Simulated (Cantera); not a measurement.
Charge: 1 mol Al(CH3)3, 230 mol NH3, 16 mol H2, at 15.0 Pa.

Method: chemical equilibrium by Gibbs-energy minimisation in Cantera with the NASA 1993 tables (ideal gas, pure condensed phases). Candidate condensed phases: Al, AlN, C, C6H6, C7H8, C8H18; 97 gas species. The feed counts by its element totals alone. Kinetics and transport are ignored.

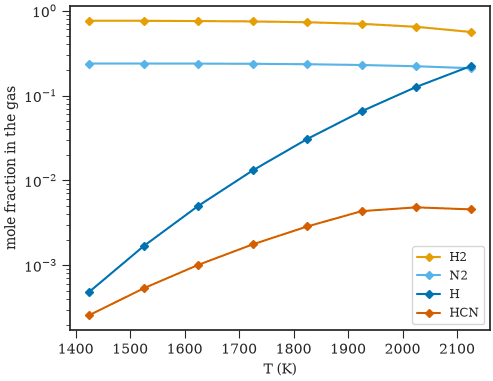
Equilibrium gas composition (values under 1e-9 drawn at 1e-9)

From 1425 K to 1525 K the condensed part is AlN(s) + C(graphite). From 1625 K to 1925 K the condensed part is C(graphite). From 2025 K to 2125 K nothing is condensed. The main Al-bearing gas is Al throughout.
